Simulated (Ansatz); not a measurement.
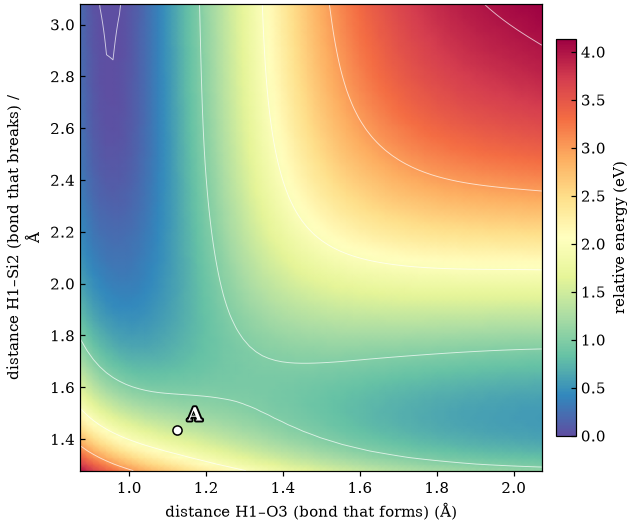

The reacting system CH₇OSi (fragments H₄Si + CH₃O where the first distance is long, CH₄O + H₃Si where the second is long), spin multiplicity 2. First axis: distance H1–O3 (bond that forms). Second axis: distance H1–Si2 (bond that breaks). Relaxed at each point: all other coordinates. Grid: 8 × 8 points. Points are written as (first, second). All energies are given in eV relative to the lowest grid point. In part of the range the unrestricted reference is strongly spin-contaminated. These are results of UKS BHLYP-D4/def2-SVP in Ansatz, not measurements.

The picture shows a smooth colour map with a few white contour lines, the point A. Between grid points the surface is interpolated.

### Is A at rest? If not, where is it pushed?

A, at (1.124 Å, 1.436 Å), is not a stationary point. The computed force is 1.9 eV for each Å towards larger values of the first coordinate and 4.7 eV for each Å towards larger values of the second coordinate.
